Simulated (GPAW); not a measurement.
# Run report: HCl, property calculation

System: HCl, SMILES Cl.
Method: PBE/plane waves, dispersion D4, scalar-relativistic datasets + spin-orbit (GPAW 26.7.0).

The geometry comes from this level: UFF from SMILES.

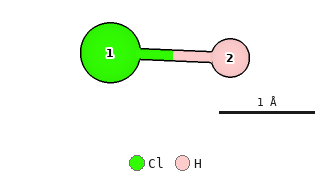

Fig. 1: The structure as given in the input (ball-and-stick view, seen at a tilt; atoms are numbered from 1 in the order of the input).

Input file (run.py):
```python
from ase import Atoms
from ase.calculators.mixing import SumCalculator
from ase.io import write
from dftd4.ase import DFTD4
from gpaw import GPAW, PW
from gpaw.spinorbit import soc_eigenstates
from rdkit import Chem
from rdkit.Chem import AllChem

# Atomic positions
rd = Chem.AddHs(Chem.MolFromSmiles('Cl'))
AllChem.EmbedMolecule(rd, randomSeed=372)
AllChem.UFFOptimizeMolecule(rd)
atoms = Atoms([a.GetSymbol() for a in rd.GetAtoms()], positions=rd.GetConformer().GetPositions())
write('start.xyz', atoms)
atoms.set_cell([11.0, 11.0, 11.0])
atoms.center()

# GPAW settings
gpaw_calc = GPAW(mode=PW(600),
                 symmetry='off',
                 maxiter=100,
                 occupations={'name': 'fermi-dirac', 'width': 0.01},
                 xc='PBE',
                 txt='clh.txt')
atoms.calc = SumCalculator([DFTD4(method='PBE'), gpaw_calc])

energy = atoms.get_potential_energy()
print(f'Energy: {energy:.5f} eV')
forces = atoms.get_forces()
print('Forces (eV/Ang)')
for symbol, f in zip(atoms.symbols, forces):
    print(f'{symbol:2} {f[0]:9.4f} {f[1]:9.4f} {f[2]:9.4f}')

soc = soc_eigenstates(gpaw_calc)
soc_levels = soc.eigenvalues()[0]
print('Levels with spin-orbit coupling (eV):')
print(soc_levels.round(3))
```

Run as:
```bash
python3 run.py
```

Log:
```
Energy: -5.95558 eV
Forces (eV/Ang)
Cl   -2.0475   -0.0000   -0.0000
H     2.0471   -0.0000    0.0000
Levels with spin-orbit coupling (eV):
[-20.733 -20.733 -11.318 -11.318  -7.842  -7.842  -7.763  -7.763  -1.58
  -1.58 ]
```

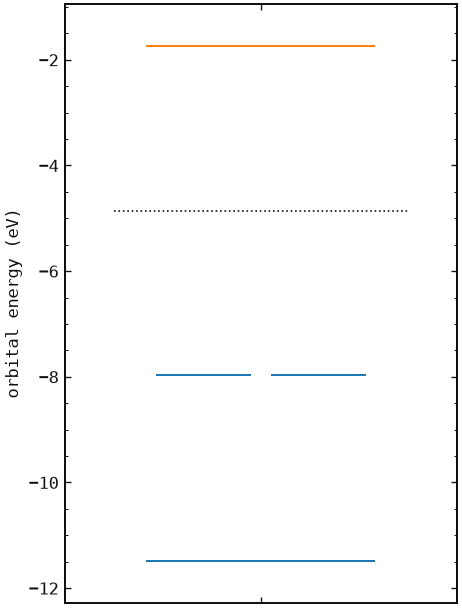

Fig. 2: Orbital energies near the frontier; the dotted line parts filled from empty levels, and levels within 0.02 eV of each other stand side by side. Highest filled −7.97 eV, lowest empty −1.74 eV, 6.23 eV apart.

Key numbers:

| quantity | value |
| --- | --- |
| outcome | converged |
| energy relative to the program's reference atoms | −5.9556 eV |
| dispersion energy | −0.000211 hartree |
| largest force | 2.048 eV/Å |
| HOMO | −7.97 eV |
| LUMO | −1.74 eV |
| dipole moment | 1.17 D |
| hardware | 1 thread of Arm Neoverse V2, 112 GiB of memory available, shared host |
| wall time | 7.5 s |
| peak memory | 0.57 GiB |
